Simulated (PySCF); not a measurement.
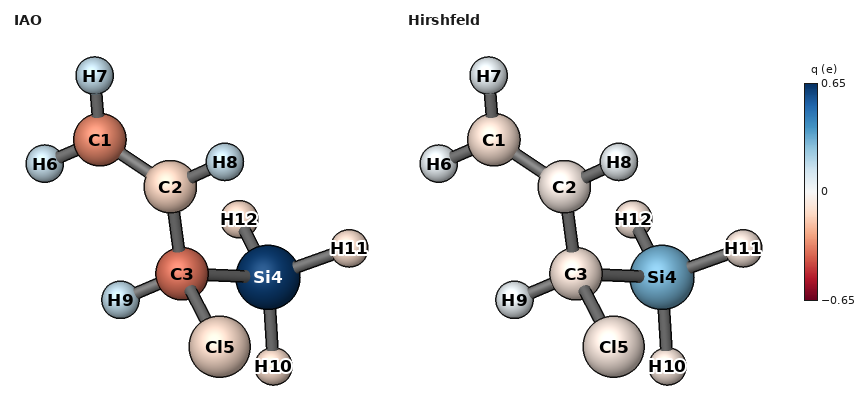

Atomic charges of one calculation by 2 schemes, on one colour scale. The geometry was computed by an optimisation with GFN2-xTB. No frequency run is at hand to confirm it as a minimum. Level of theory: PBE0/pcSseg-1 (PySCF 2.14.0).

### Which scheme gives the most polar picture (largest mean size of the charges)?

The IAO charges are the largest in size here.

### On which atom do the schemes disagree most?

On Si4 (from 0.31 to 0.62 e).

List the charges (e), one line for each set of equivalent atoms.

| atom | IAO | Hirshfeld |
| --- | --- | --- |
| C1 | −0.31 | −0.09 |
| C2 | −0.13 | −0.05 |
| C3 | −0.35 | −0.07 |
| Si4 | 0.62 | 0.31 |
| Cl5 | −0.11 | −0.07 |
| H6 | 0.15 | 0.05 |
| H7 | 0.16 | 0.05 |
| H8 | 0.15 | 0.05 |
| H9 | 0.17 | 0.05 |
| H10 | −0.11 | −0.07 |
| H11 | −0.11 | −0.07 |
| H12 | −0.12 | −0.08 |

The geometry is semi-empirical. Around Si such bond lengths and angles can be off by a tenth of an ångström or more and by several degrees, and values that hang on the shape move with them.
